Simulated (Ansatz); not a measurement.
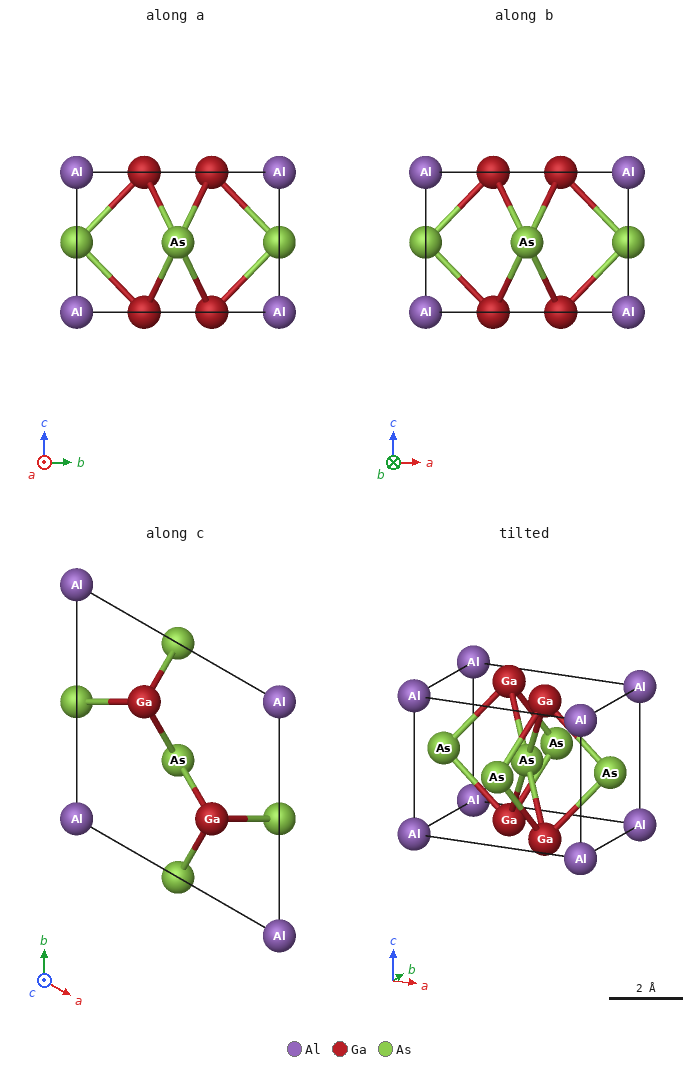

A ball-and-stick rendering, viewed along the a axis, along the b axis, along the c axis and slightly off an axis. The frame is the conventional unit cell; atoms at its boundary are shown with their periodic copies.

Lattice parameters: a = 6.428 Å, b = 6.428 Å, c = 3.841 Å, α = 90.00°, β = 90.00°, γ = 120.00°.

Question: Set out the cell and atoms as a table of Wyckoff sites.

Answer: Space group P6/mmm (No. 191).
```csv
atom,site,x,y,z
Al,1a,0.0000,0.0000,0.0000
Ga,2c,0.3333,0.6667,0.0000
As,3g,0.5000,0.0000,0.5000
```

Source of the structure: a structure type filled with these elements by a generator (whether the compound takes this form wasn't checked). Relaxation method: DFT PBE, scalar-relativistic, plane waves, PAW in Ansatz 0.2.0.
